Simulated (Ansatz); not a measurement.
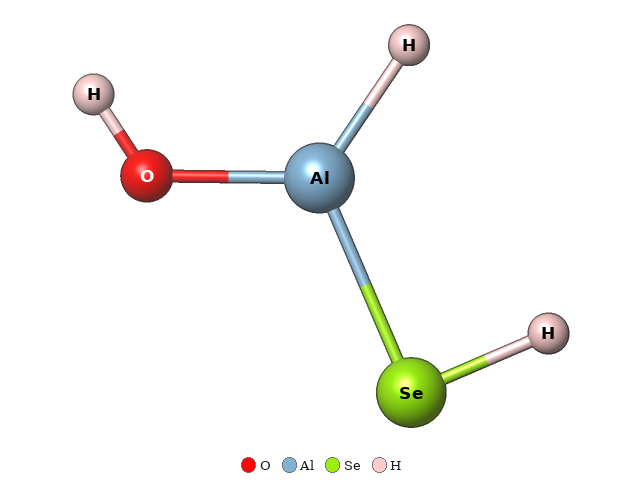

All atoms lie in one plane, which faces the viewer. Computed geometry: PBE-D4/def2-SVP optimisation. No frequency run is at hand to confirm it as a minimum.

**List the symmetry elements and name the point group.**

It has 1 mirror plane, so the point group is Cs. The group has 2 operations. The geometry is achiral, and symmetry allows a dipole moment.
